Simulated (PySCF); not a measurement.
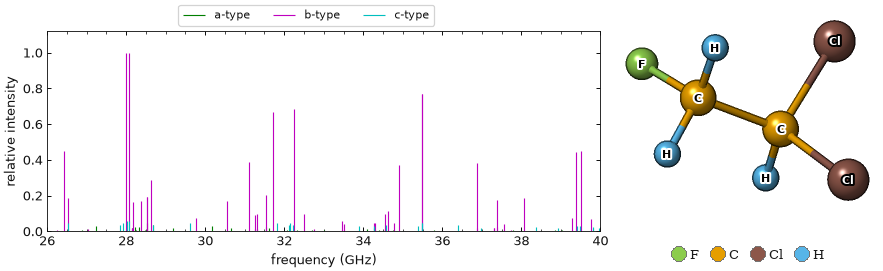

C₂H₃Cl₂F (1,1-dichloro-2-fluoroethane), SMILES FCC(Cl)Cl. Simulated rotational absorption lines between 26 and 40 GHz at 1.5 K: rigid rotor with the equilibrium constants and dipole of one optimised conformer (PBE0-D3(BJ)/def2-SVP, PySCF 2.14.0), commonest isotopes; no centrifugal distortion, hyperfine structure, internal rotation or nuclear-spin weights; lines within 1 MHz of each other are summed. Lines of different type are drawn apart.

What are the rotational constants, and what kind of rotor is it?

Rotational constants A, B, C = 3.723, 2.361, 1.508 GHz; Ray's κ = −0.23, an asymmetric top on the prolate side.

Assign the strongest lines, as J(Ka,Kc).

```csv
GHz,upper,lower,type,relative intensity
28.08,"4(4,0)","3(3,1)",b,1.00
28.00,"4(4,1)","3(3,0)",b,1.00
35.50,"5(5,0)","4(4,1)",b,0.77
35.48,"5(5,1)","4(4,0)",b,0.77
```

Known limits of this run: coarse grid, loose stop and no frequency check, small forces are noise and the end may be a saddle.
